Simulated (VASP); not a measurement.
Band structure of RbBr (space group Fm-3m). These are PBE GGA, VASP's PBE PAW potentials (set 64) (plane waves; VASP) values and carry that method's errors.

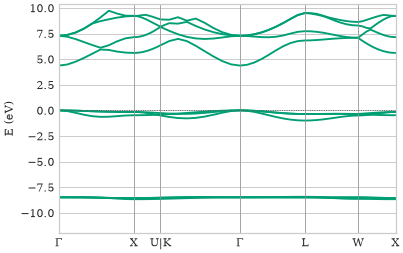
*Bands along high-symmetry lines, zero at the valence-band maximum or, without a gap, the Fermi level*

Question: Read the plot: is there a gap, and where are the band edges?

Answer: The gap is direct, 4.37 eV, from the valence maximum at Γ to the conduction minimum at Γ.

The structure comes from a computed database's RbBr entry; how it stands against other phases isn't given here. The cell was not relaxed at this level.
